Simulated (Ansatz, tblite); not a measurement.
# The cluster B3F2: which spin state is lowest, part 2 of 2

Aim: set other spin states of the cluster B3F2 against its doublet, on many levels of theory.

Ansatz 0.2.0, Gaussian basis; as each input shows. The steps go on from the part before.

## 15. Quartet, PBE+10HF/def2-TZVP

in.yaml reads:

```yaml
crystal:
  periodic: [false, false, false]
  atoms:
    - {symbol: B, position_ang: [0.005110, -0.084669, 0.019010]}
    - {symbol: B, position_ang: [1.547131, -0.665998, -0.043995]}
    - {symbol: B, position_ang: [-1.479184, 0.412690, 0.086501]}
    - {symbol: F, position_ang: [2.699247, -0.076320, -0.289771]}
    - {symbol: F, position_ang: [-2.772315, 0.414297, 0.228264]}
basis:
  gaussian: {orbitals: def2-TZVP, initial_orbitals: start.molden}
magnetization: {spin_polarized: true, initial_magnetization: 3}
hamiltonian: {xc: {text: "exchange = 0.90*pbe_x + 0.10*exact_x\ncorrelation = pbe_c"}}
scf: {omitted_lower_state_checks: [starts]}
output: {orbitals: {seedname: orbitals}}
```

The run is started by

```
> ansatz run in.yaml --threads 4 --pin off --events-out ev --progress --plain --max-ram 3916MiB
```

Log:

```text
Functional definition: unnamed
  exchange = 0.90*pbe_x + 0.10*exact_x
  correlation = pbe_c
these checks for a lower state are left out or cut short: starts
819 factors; their error is unknown
mean field evaluation 1: about -7454.7751 eV, gradient 3.9e0 eV
mean field evaluation 2: about -7454.8155 eV, gradient 5.9e-2 eV
mean field evaluation 4: about -7454.8193 eV, gradient 4.6e-4 eV
mean field -7454.81925636 eV, -273.9595546131 hartree, gradient 2.3e-5 eV, S^2 3.758217; 0 other end points of the search recorded, 0 dependent functions left out
reference -7454.81929726 eV, -273.9595561161 hartree; 18, 15 occupied and 137, 140 virtual orbitals, 819 factors
Total energy: -7454.81929726 eV, -273.9595561161 hartree
Checks for a lower state left out: starts
```

Wall time 1.5 s (4 threads of Arm Neoverse V1, shared host).

From the report: HOMO -4.68 eV, LUMO -4.01 eV (over both spins); ⟨S²⟩ 3.758 (pure: 3.75).

## 16. Quartet, PBE+15HF/def2-TZVP

in.yaml, as its differences from that of step 15:

```diff
@@ -11,3 +11,3 @@
 magnetization: {spin_polarized: true, initial_magnetization: 3}
-hamiltonian: {xc: {text: "exchange = 0.90*pbe_x + 0.10*exact_x\ncorrelation = pbe_c"}}
+hamiltonian: {xc: {text: "exchange = 0.85*pbe_x + 0.15*exact_x\ncorrelation = pbe_c"}}
 scf: {omitted_lower_state_checks: [starts]}
```

The command is unchanged.

Log:

```text
Functional definition: unnamed
  exchange = 0.85*pbe_x + 0.15*exact_x
  correlation = pbe_c
these checks for a lower state are left out or cut short: starts
819 factors; their error is unknown
mean field evaluation 1: about -7454.8423 eV, gradient 2.6e0 eV
mean field evaluation 2: about -7454.8602 eV, gradient 2.4e-2 eV
mean field evaluation 4: about -7454.8703 eV, gradient 1.6e-4 eV
mean field -7454.87030529 eV, -273.9614306268 hartree, gradient 1.5e-5 eV, S^2 3.758662; 0 other end points of the search recorded, 0 dependent functions left out
reference -7454.87034387 eV, -273.9614320448 hartree; 18, 15 occupied and 137, 140 virtual orbitals, 819 factors
Total energy: -7454.87034387 eV, -273.9614320448 hartree
Checks for a lower state left out: starts
```

It took 1.6 s on 4 threads of Arm Neoverse V1, shared host.

Report: HOMO -4.90 eV, LUMO -3.81 eV (over both spins); ⟨S²⟩ 3.759 (pure: 3.75).

## 17. Quartet, PBE+35HF/def2-TZVP

in.yaml, as its differences from that of step 16:

```diff
@@ -11,3 +11,3 @@
 magnetization: {spin_polarized: true, initial_magnetization: 3}
-hamiltonian: {xc: {text: "exchange = 0.85*pbe_x + 0.15*exact_x\ncorrelation = pbe_c"}}
+hamiltonian: {xc: {text: "exchange = 0.65*pbe_x + 0.35*exact_x\ncorrelation = pbe_c"}}
 scf: {omitted_lower_state_checks: [starts]}
```

The command is unchanged.

Log:

```text
Functional definition: unnamed
  exchange = 0.65*pbe_x + 0.35*exact_x
  correlation = pbe_c
these checks for a lower state are left out or cut short: starts
920 factors; their error is unknown
mean field evaluation 1: about -7455.1113 eV, gradient 2.6e0 eV
mean field evaluation 2: about -7455.1289 eV, gradient 2.8e-2 eV
mean field evaluation 4: about -7455.1655 eV, gradient 1.3e-4 eV
mean field -7455.16547013 eV, -273.9722777345 hartree, gradient 2.1e-5 eV, S^2 3.760721; 0 other end points of the search recorded, 0 dependent functions left out
reference -7455.16549946 eV, -273.9722788125 hartree; 18, 15 occupied and 137, 140 virtual orbitals, 920 factors
Total energy: -7455.16549946 eV, -273.9722788125 hartree
Checks for a lower state left out: starts
```

It took 1.6 s on 4 threads of Arm Neoverse V1, shared host.

From the report: HOMO -5.81 eV, LUMO -3.00 eV (over both spins); ⟨S²⟩ 3.761 (pure: 3.75).

## 18. Quartet, PBE+50HF/def2-TZVP

in.yaml, as its differences from that of step 17:

```diff
@@ -11,3 +11,3 @@
 magnetization: {spin_polarized: true, initial_magnetization: 3}
-hamiltonian: {xc: {text: "exchange = 0.65*pbe_x + 0.35*exact_x\ncorrelation = pbe_c"}}
+hamiltonian: {xc: {text: "exchange = 0.50*pbe_x + 0.50*exact_x\ncorrelation = pbe_c"}}
 scf: {omitted_lower_state_checks: [starts]}
```

The command is unchanged.

Log:

```text
Functional definition: unnamed
  exchange = 0.50*pbe_x + 0.50*exact_x
  correlation = pbe_c
these checks for a lower state are left out or cut short: starts
977 factors; their error is unknown
mean field evaluation 1: about -7455.3130 eV, gradient 6.4e0 eV
mean field evaluation 2: about -7455.4189 eV, gradient 1.5e-1 eV
mean field evaluation 4: about -7455.4760 eV, gradient 8.4e-4 eV
mean field -7455.47601765 eV, -273.9836901454 hartree, gradient 2.5e-5 eV, S^2 3.762479; 0 other end points of the search recorded, 0 dependent functions left out
reference -7455.47604009 eV, -273.9836909701 hartree; 18, 15 occupied and 137, 140 virtual orbitals, 977 factors
Total energy: -7455.47604009 eV, -273.9836909701 hartree
Checks for a lower state left out: starts
```

Run time: 1.6 s. Hardware: 4 threads of Arm Neoverse V1, shared host.

HOMO -6.51 eV, LUMO -2.41 eV (over both spins); ⟨S²⟩ 3.762 (pure: 3.75).

## 19. Quartet, HF/STO-3G

in.yaml, as its differences from that of step 18:

```diff
@@ -9,5 +9,5 @@
 basis:
-  gaussian: {orbitals: def2-TZVP, initial_orbitals: start.molden}
+  gaussian: {orbitals: STO-3G}
 magnetization: {spin_polarized: true, initial_magnetization: 3}
-hamiltonian: {xc: {text: "exchange = 0.50*pbe_x + 0.50*exact_x\ncorrelation = pbe_c"}}
+hamiltonian: {xc: hf}
 scf: {omitted_lower_state_checks: [starts]}
```

Launched as before.

Log:

```text
Functional definition: HF
  name "HF"
  cite "Fock, Z. Phys. 61, 126 (1930) doi:10.1007/BF01340294"
  parent pbe
  exchange = exact_x
  correlation = 0
these checks for a lower state are left out or cut short: starts
338 factors; integrals over basis functions are off by at most 2.1e-4 eV
mean field evaluation 1: about -7318.7077 eV, gradient 1.7e1 eV
mean field evaluation 2: about -7318.8019 eV, gradient 1.7e1 eV
mean field evaluation 4: about -7321.9646 eV, gradient 2.9e0 eV
mean field evaluation 8: about -7322.1824 eV, gradient 1.3e-1 eV
mean field -7322.18074119 eV, -269.0851790864 hartree, gradient 6.1e-5 eV, S^2 3.769564; 0 other end points of the search recorded, 0 dependent functions left out
reference -7322.18074119 eV, -269.0851790864 hartree; 18, 15 occupied and 7, 10 virtual orbitals, 338 factors
Total energy: -7322.18074119 eV, -269.0851790864 hartree
Checks for a lower state left out: starts
```

Wall time 0.1 s (4 threads of Arm Neoverse V1, shared host).

From the report: HOMO -4.78 eV, LUMO 5.80 eV (over both spins); ⟨S²⟩ 3.770 (pure: 3.75).

## 20. Quartet, CCSD(T)/def2-TZVPP

in.yaml, as its differences from that of step 19:

```diff
@@ -9,6 +9,6 @@
 basis:
-  gaussian: {orbitals: STO-3G}
+  gaussian: {orbitals: def2-TZVPP, initial_orbitals: start.molden}
 magnetization: {spin_polarized: true, initial_magnetization: 3}
-hamiltonian: {xc: hf}
-scf: {omitted_lower_state_checks: [starts]}
+correlation: {method: ccsd_t}
+scf: {omitted_lower_state_checks: [starts, cluster_reference]}
 output: {orbitals: {seedname: orbitals}}
```

The command is unchanged.

Log (excerpt; [...] marks lines left out):

```text
Functional definition: HF
  name "HF"
  cite "Fock, Z. Phys. 61, 126 (1930) doi:10.1007/BF01340294"
  parent pbe
[...]
1011 factors; integrals over basis functions are off by at most 1.4e-3 eV
[...]
mean field -7428.60805837 eV, -272.9963108538 hartree, gradient 2.8e-6 eV, S^2 3.774368; 0 other end points of the search recorded, 0 dependent functions left out
5 core orbitals not correlated: weight in the atoms' cores, before any rotation towards them, 1.000 or more for the frozen orbitals, at most 0.000 for the correlated occupied ones
reference -7428.60805837 eV, -272.9963108538 hartree; 13, 10 occupied and 137, 140 virtual orbitals, 1011 factors
second order -19.04170789 eV of doubles, -0.00000000 eV of singles
cycle   1  -19.11225934 eV  change   -7.1e-2 eV  update   1.1e-1
[...]
cycle  11  -19.70232508 eV  change    2.2e-5 eV  update   2.8e-5
perturbative correction -0.70722335 eV, -0.0259899788 hartree
Total energy: -7449.01760681 eV, -273.7463479247 hartree
Checks for a lower state left out: starts, cluster_reference
```

Run time: 56 s. Hardware: 4 threads of Arm Neoverse V1, shared host; peak memory 2.9 GiB.

From the report: Hartree-Fock HOMO -8.28 eV, LUMO 0.47 eV (over both spins); ⟨S²⟩ 3.774 (pure: 3.75); T1 0.020.

## 21. Quartet, MP2/def2-TZVP

in.yaml, as its differences from that of step 20:

```diff
@@ -9,6 +9,6 @@
 basis:
-  gaussian: {orbitals: def2-TZVPP, initial_orbitals: start.molden}
+  gaussian: {orbitals: def2-TZVP, initial_orbitals: start.molden}
 magnetization: {spin_polarized: true, initial_magnetization: 3}
-correlation: {method: ccsd_t}
-scf: {omitted_lower_state_checks: [starts, cluster_reference]}
+correlation: {method: mp2}
+scf: {omitted_lower_state_checks: [starts]}
 output: {orbitals: {seedname: orbitals}}
```

Same command.

Log:

```text
Functional definition: HF
  name "HF"
  cite "Fock, Z. Phys. 61, 126 (1930) doi:10.1007/BF01340294"
  parent pbe
  exchange = exact_x
  correlation = 0
these checks for a lower state are left out or cut short: starts
1011 factors; integrals over basis functions are off by at most 1.4e-3 eV
mean field evaluation 1: about -7427.7828 eV, gradient 1.8e1 eV
mean field evaluation 2: about -7428.5844 eV, gradient 1.0e0 eV
mean field evaluation 4: about -7428.6080 eV, gradient 5.8e-2 eV
mean field evaluation 8: about -7428.6081 eV, gradient 2.8e-6 eV
mean field -7428.60805837 eV, -272.9963108538 hartree, gradient 2.8e-6 eV, S^2 3.774368; 0 other end points of the search recorded, 0 dependent functions left out
5 core orbitals not correlated: weight in the atoms' cores, before any rotation towards them, 1.000 or more for the frozen orbitals, at most 0.000 for the correlated occupied ones
reference -7428.60805837 eV, -272.9963108538 hartree; 13, 10 occupied and 137, 140 virtual orbitals, 1011 factors
second order -19.04170789 eV of doubles, -0.00000000 eV of singles
Total energy: -7447.64976626 eV, -273.6960807117 hartree
Checks for a lower state left out: starts
```

Run time: 1.1 s. Hardware: 4 threads of Arm Neoverse V1, shared host.

Report: Hartree-Fock HOMO -8.28 eV, LUMO 0.47 eV (over both spins); ⟨S²⟩ 3.774 (pure: 3.75).

## 22. Quartet, RPA/def2-TZVP

in.yaml, as its differences from that of step 21:

```diff
@@ -11,4 +11,4 @@
 magnetization: {spin_polarized: true, initial_magnetization: 3}
-correlation: {method: mp2}
+hamiltonian: {xc: pbe}
+correlation: {method: rpa}
 scf: {omitted_lower_state_checks: [starts]}
-output: {orbitals: {seedname: orbitals}}
```

Same command.

Log:

```text
Functional definition: PBE
  name "PBE"
  cite "Perdew, Burke & Ernzerhof, Phys. Rev. Lett. 77, 3865 (1996) doi:10.1103/PhysRevLett.77.3865"
  parent pbe
  parameter kappa = 0.804
  parameter beta = 0.06672455060314922
  exchange = pbe_x(kappa = kappa, mu = beta*pi^2/3)
  correlation = pbe_c(beta = beta)
these checks for a lower state are left out or cut short: starts
1011 factors; integrals over basis functions are off by at most 1.4e-3 eV
mean field evaluation 1: about -7454.6326 eV, gradient 6.4e0 eV
mean field evaluation 2: about -7454.7471 eV, gradient 1.5e-1 eV
mean field evaluation 4: about -7454.7460 eV, gradient 1.3e-3 eV
mean field -7454.74604048 eV, -273.9568639794 hartree, gradient 3.5e-6 eV, S^2 3.757439; 0 other end points of the search recorded, 0 dependent functions left out
5 core orbitals not correlated: weight in the atoms' cores, before any rotation towards them, 1.000 or more for the frozen orbitals, at most 0.000 for the correlated occupied ones
reference -7427.00518850 eV, -272.9374064724 hartree; 13, 10 occupied and 137, 140 virtual orbitals, 1011 factors
Total energy: -7458.05832666 eV, -274.0785882512 hartree
Checks for a lower state left out: starts
```

Run time: 2.3 s. Hardware: 4 threads of Arm Neoverse V1, shared host.

Report: ⟨S²⟩ 3.757 (pure: 3.75).

## 23. Quartet less doublet

The doublet's energies are those of its earlier runs, whose logs aren't repeated here.

```
               level  quartet less doublet (kJ/mol)     time
            GFN1-xTB                         +257.5  0.004 s
            GFN2-xTB                         +264.8  0.004 s
          HF/STO-3G†                          +50.0   0.65 s
       HF/def2-TZVP†                          +50.7    4.8 s
      HF/def2-TZVPP†                          +50.7         
    PBE-D4/def2-TZVP                         +148.1    6.9 s
 r2SCAN-D4/def2-TZVP                         +133.7     42 s
r2SCANh-D4/def2-TZVP                         +129.7     17 s
   PBE0-D4/def2-TZVP                         +135.0    8.6 s
r2SCAN0-D4/def2-TZVP                         +123.5     15 s
   LC-ωPBE/def2-TZVP                         +113.9    9.1 s
   ωB97M-V/def2-TZVP                         +152.5     30 s
       RPA/def2-TZVP                         +148.5     16 s
      MP2/def2-TZVP†                         +131.6     27 s
     MP2/def2-TZVPP†                         +131.6         
    CCSD/def2-TZVPP†                         +136.8         
 CCSD(T)/def2-TZVPP†                         +151.2  2.4 min
```

Times add the two runs; a level without a time comes out of a correlated run. † marks a level with a doubtful state (flagged, unstable, out of aufbau order, or strongly spin-contaminated); such levels are left out of the summary. Tight binding without a spin term can't rank spin states. CCSD(T)/def2-TZVPP is no safe reference here (spin contamination).

PBE with a growing share of exact exchange (def2-TZVP, no dispersion):

| share | quartet less doublet (kJ/mol) |
| --- | --- |
| 0 | +148.1 |
| 0.05 | +145.5 |
| 0.1 | +142.9 |
| 0.15 | +140.3 |
| 0.25 | +134.9 |
| 0.35 | +129.4 |
| 0.5 | +120.9 |

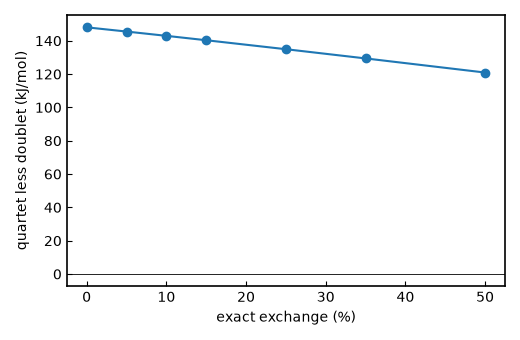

The splitting against the share of exact exchange.

## 24. Outcome

What follows sums up all 2 parts.

| quantity | value |
| --- | --- |
| quartet less doublet, functionals in def2-TZVP | +113.9 (LC-ωPBE) to +152.5 kJ/mol (ωB97M-V) |
| slope of quartet less doublet | -5.4 kJ/mol for 10 % exact exchange |

**Reading.** All functionals put the quartet above the doublet, over a spread of 38.6 kJ/mol. The checks for a lower quartet were left out, so another state of that spin may lie lower. Each 10 % of exact exchange moves that splitting by -5.4 kJ/mol on average, towards the higher spin. These are electronic energies, without zero-point motion, entropy or surroundings.
